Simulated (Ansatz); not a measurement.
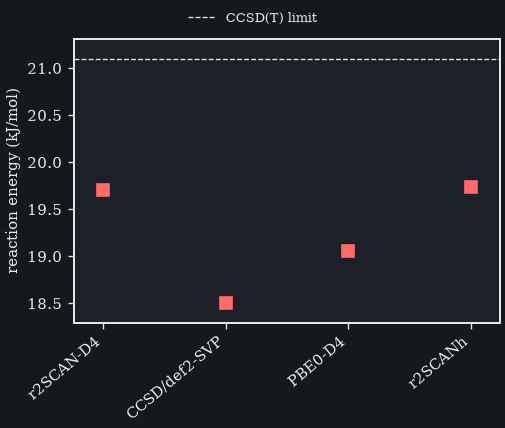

Electronic reaction energy of InNH₄SO ([NH2][In]([OH])[SH]) + HfBrF₃ ([F][Hf]([F])([F])[Br]) → InNH₃OBr ([NH2][In]([OH])[Br]) + HfHSF₃ ([F][Hf]([F])([F])[SH]) (SMILES in brackets) at several levels (functionals in def2-TZVPP unless a basis is named), isolated molecules at PBE0-D4 triple-zeta geometries, minima by their frequencies, no zero-point or thermal terms, the Ansatz code 0.2.0. The line is frozen-core CCSD(T) at the basis limit (MP2 extrapolated from triple and quadruple zeta, plus CCSD(T) less MP2 in a smaller set). No dispersion term is added to r2SCANh. The distance of CCSD/def2-SVP to the limit includes basis error. Core potentials past Kr.

### What do zero-point energy and temperature add?

Zero-point change −1.3 kJ/mol; at 298.15 K and 1 bar the CCSD(T) limit plus thermal terms gives an enthalpy of reaction of 20.5 and a free energy of 14.5 kJ/mol (harmonic PBE0-D4 modes, ideal gas).

### Give the values.

| level | kJ/mol | less CCSD(T) limit |
| --- | --- | --- |
| r2SCAN-D4 | 19.7 | −1.4 |
| CCSD/def2-SVP | 18.5 | −2.6 |
| PBE0-D4 | 19.1 | −2.0 |
| r2SCANh | 19.7 | −1.4 |
| CCSD(T) limit | 21.1 | 0.0 |

Caveats: no scalar relativity up to krypton; outer-core shells are correlated without core-valence functions, which makes the correlated values less sure; spin-orbit coupling is left out, and with In and Hf it can shift these values.
